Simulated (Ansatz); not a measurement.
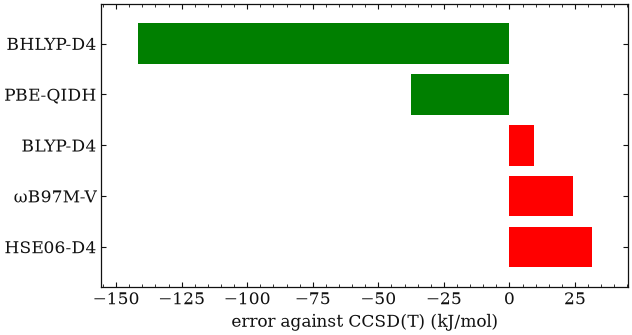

Error in the electronic atomisation energy (method less reference, so positive means overbinding) of C₃H₁₀N₂, SMILES C[C@H](N)CN: functionals in def2-TZVPP against frozen-core CCSD(T) at the limit (MP2 extrapolated from triple and quadruple zeta, plus CCSD(T) less MP2 in a smaller set), which gives 5616.4 kJ/mol, at a PBE0-D4/def2-TZVP geometry (a minimum by its frequencies), no zero-point or spin-orbit term, the Ansatz code 0.2.0. The reference leaves out core correlation, a term that grows with the number of heavy atoms. PBE-QIDH holds a correlation term that converges slowly with the basis, so part of the distance to the limit is basis error. No dispersion term is added to PBE-QIDH.

What range do the values span?

Answer. From −141.8 kJ/mol (BHLYP-D4) to 31.5 kJ/mol (HSE06-D4).

Give the values.

Answer.
| level | kJ/mol |
| --- | --- |
| BHLYP-D4 | −141.8 |
| PBE-QIDH | −37.5 |
| BLYP-D4 | 9.4 |
| ωB97M-V | 24.4 |
| HSE06-D4 | 31.5 |

Limits of at least one run: one conformer of a flexible molecule.
